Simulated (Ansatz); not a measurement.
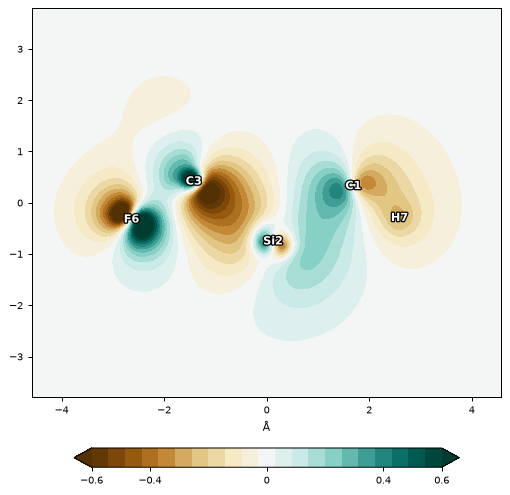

The picture shows: C2H6F2OSi (SMILES C[SiH2]C(O)(F)F). The HOMO on the plane of atoms Si2, C1 and H7 (values in Å⁻³ᐟ²; the overall sign is arbitrary).

All numbers below come from RKS PBE0/6-31G in Ansatz.

```yaml
atoms:
  - { symbol: C, position_ang: [-0.4773, -1.1328, 1.3332] }
  - { symbol: Si, position_ang: [0.6274, -0.7376, -0.1580] }
  - { symbol: C, position_ang: [0.1273, 1.0003, -0.8540] }
  - { symbol: O, position_ang: [0.2543, 1.9679, 0.1131] }
  - { symbol: F, position_ang: [-1.2060, 0.9866, -1.3434] }
  - { symbol: F, position_ang: [0.8995, 1.3486, -1.9891] }
  - { symbol: H, position_ang: [-0.2203, -2.1077, 1.7582] }
  - { symbol: H, position_ang: [-1.5283, -1.1514, 1.0306] }
  - { symbol: H, position_ang: [-0.3510, -0.3687, 2.1054] }
  - { symbol: H, position_ang: [2.0818, -0.6476, 0.1960] }
  - { symbol: H, position_ang: [0.4338, -1.6970, -1.2940] }
  - { symbol: H, position_ang: [0.0072, 2.8583, -0.2129] }
```

> What is the character of this orbital?

By Hirshfeld shares it lies mainly on C3 (about 25 %), Si2 (about 20 %), F6 (about 15 %), F5 (about 15 %) and C1 (about 10 %). Its energy is −9.12 eV.
